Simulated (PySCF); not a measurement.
# C4H5ClO2Si: electronic excitations

Wanted: the electronic excitations of C4H5ClO2Si (`O=C=C(C=O)[SiH2]CCl`), by calculation.

Computed with PySCF 2.14.0, with density-fitted response routines of our own, on a single molecule in the gas phase. Atoms count from 0, in the outputs and in this text.

### Step 1. The starting structure

13 atoms, charge 0, multiplicity 1; geometry from: GFN2-xTB.

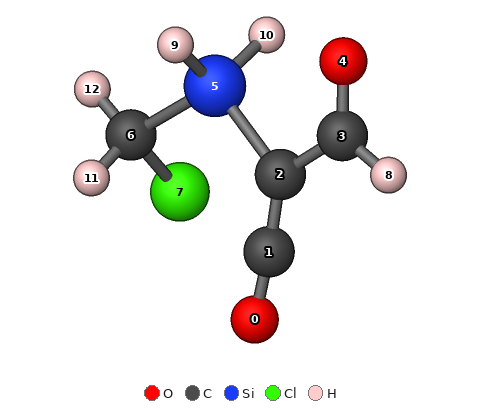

The starting geometry (oxygen red, carbon dark grey, silicon blue, chlorine green, hydrogen pink), atoms numbered.

### Step 2. TDDFT and polarisability: B3LYP/def2-SVPD

What the job is given:

```
{"job": {"kind": "uv", "xc": "B3LYP", "basis": "def2-SVPD", "nstates": 8, "ntriplets": 3}, "charge": 0, "multiplicity": 1}
O     -0.392115     2.305209    -1.657446
C     -0.703915     1.356640    -1.075598
C     -0.977340     0.296420    -0.381979
C     -2.217802    -0.397520    -0.212859
O     -2.275709    -1.392905     0.477780
Si     0.285078    -0.713685     0.635068
C      1.968892     0.174992     0.434135
Cl     2.374187     0.218230    -1.305032
H     -3.103788     0.002091    -0.726813
H     -0.101951    -0.656013     2.042511
H      0.390720    -2.038822     0.039132
H      1.975409     1.204554     0.783222
H      2.773946    -0.358703     0.930152
```

With the program's defaults for keys left out, this is: TDDFT B3LYP/def2-SVPD, vertical, gas phase, core orbitals frozen in the response.

Run with:

```bash
> OMP_NUM_THREADS=1 python probes_run.py task.json out
```

One launch serves the whole session: the jobs run in the order shown.

What will the session give for the following? lowest singlet (B3LYP/def2-SVPD); brightest single state of those computed; lowest triplet. Wanted: lowest singlet; brightest single state of those computed; lowest triplet.

As calculated:

```
                                quantity                        value
        lowest singlet (B3LYP/def2-SVPD)  4.14 eV (299 nm), f = 0.001
brightest single state of those computed  state 7, 5.85 eV, f = 0.139
                          lowest triplet                      3.87 eV
```

What this shows: The lowest singlet, at 4.14 eV, is HOMO→LUMO 0.84, HOMO−1→LUMO 0.13 and is weak; of the 8 states computed, the strongest absorption comes from state 7 at 5.85 eV. The lowest triplet lies 0.28 eV below the lowest singlet (triplets in Tamm-Dancoff, singlets in full TDDFT).
